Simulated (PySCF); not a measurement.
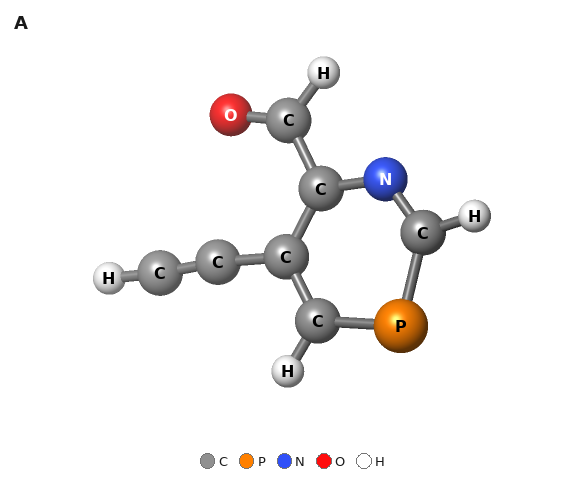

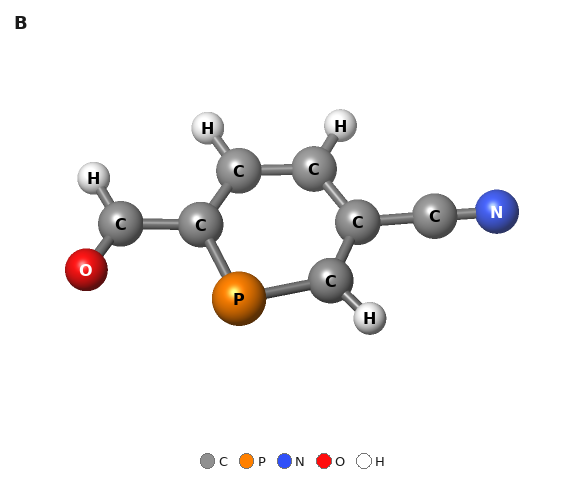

2 stationary structures of one formula. Geometries: GFN2-xTB. Electronic energies: PBE0/pcSseg-1 (PySCF 2.14.0), without zero-point energy. No frequency run is at hand to confirm each as a minimum. Each is one conformer, not always the lowest.

**Are they conformers, stereoisomers or constitutional isomers?**

They are constitutional isomers of C7H4NOP: A `C#Cc1cpcnc1C=O`, B `N#Cc1ccc(C=O)pc1`.

**Which structure is the most stable?**

B is lowest; A lies 41.8 kcal/mol above it.

The geometry is semi-empirical. Around P such bond lengths and angles can be off by a tenth of an ångström or more and by several degrees, and values that hang on the shape move with them.
